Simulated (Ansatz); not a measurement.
Partial pair distribution functions of a relaxed model of amorphous Hf₁₈O₄₁Nb₂, broadened by 0.06 Å; density 8.49 g/cm³. These are PBE, scalar-relativistic without spin-orbit coupling (plane waves to 420 eV, PAW; Ansatz, a first-principles code) values and carry that method's errors.

The cell was made by melting and quenching with the CHGNet potential and then relaxed with DFT. O atoms were pushed apart under 1.9 Å during the dynamics, to hinder bonds among them. The hot cell started wider than the set density and was brought back towards it in steps. It is the lowest in DFT energy of 2 quenches. It is a model cell: composition and starting density were chosen by hand, and all elements were melted together. No dispersion term was used. Its density started from a set value of 8.49 and ended at 8.49 g/cm³. The quench (nominally 450 K/ps over its main leg) was far faster than any real one, so the model tends to hold more defects than a real film. One small periodic cell is one sample of the glass; other quenches scatter about these values. The volume was held where the preparation left it, at a PBE pressure of -0.8 GPa (tension). Stress components on the final sampling reach 1.7 GPa.

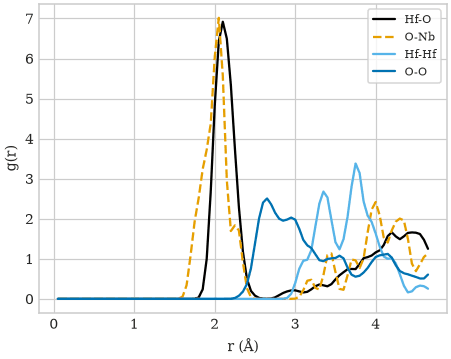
Partial pair distribution functions

Highest peaks under 4.5 Å: Hf-O near 2.10 Å, O-Nb near 2.05 Å, Hf-Hf near 3.75 Å, O-O near 2.65 Å; pairs of few atoms are noisy.

Within 2.56 Å each Hf has 6.17 O neighbours on average.
